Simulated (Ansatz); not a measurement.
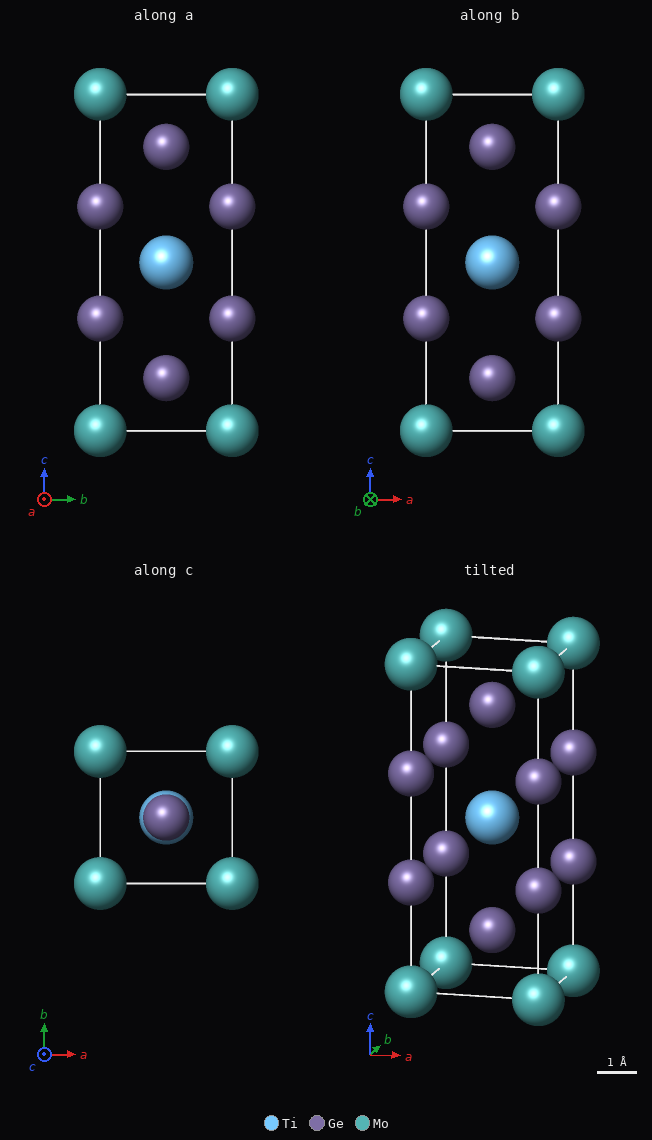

Crystal structure, spheres-only style, seen along the a axis, along the b axis, along the c axis and slightly off an axis. The wireframe shows the conventional unit cell.

Lattice parameters: a = 3.445 Å, b = 3.445 Å, c = 8.777 Å, α = 90.00°, β = 90.00°, γ = 90.00°.

### Reconstruct the structure as a table of Wyckoff sites, with free fractional coordinates to two decimals.

Space group P4/mmm (No. 123).
```json
{"atom": "Ti", "site": "1d", "x": "0.50", "y": "0.50", "z": "0.50"}
{"atom": "Ge", "site": "2g", "x": "0.00", "y": "0.00", "z": "0.67"}
{"atom": "Ge", "site": "2h", "x": "0.50", "y": "0.50", "z": "0.16"}
{"atom": "Mo", "site": "1a", "x": "0.00", "y": "0.00", "z": "0.00"}
```

The initial geometry was a structure type filled with these elements by a generator (whether the compound takes this form wasn't checked). It was relaxed at fixed volume with DFT PBE, scalar-relativistic, plane waves, PAW in Ansatz 0.2.0.

At this level of theory the run's own cell isn't at rest (stretched, at -10 GPa), so its distances can differ from those at equilibrium, the more so the softer the solid.
